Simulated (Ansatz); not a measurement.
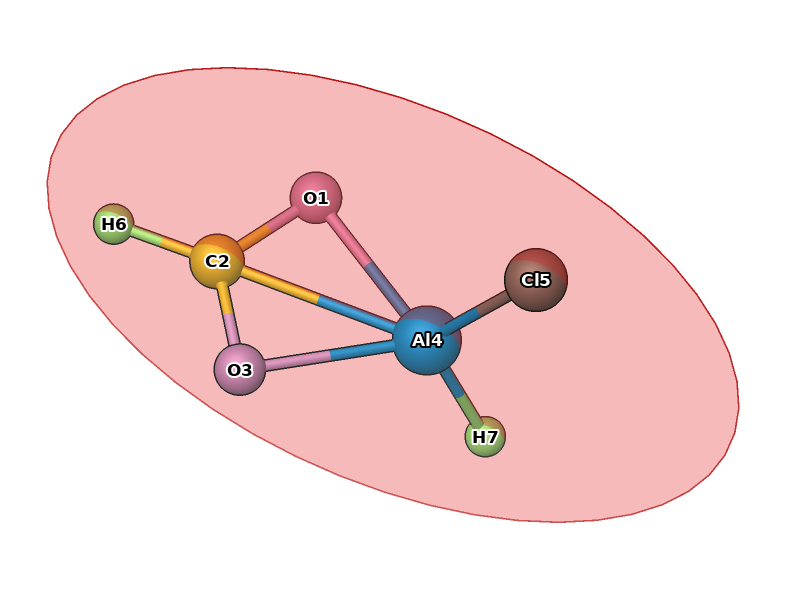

A disc through the centre of mass is drawn in. Distant atoms are faded towards the background colour. The computed structure is the end point of a PBE-D4/def2-SVP optimisation. No frequency run is at hand to confirm it as a minimum.

Is the plane of the disc a mirror plane of the structure?

Answer. Yes. The reflection leaves C2, Al4, Cl5, H6, H7 in place and moves O1 ↔ O3. The point group is Cs.
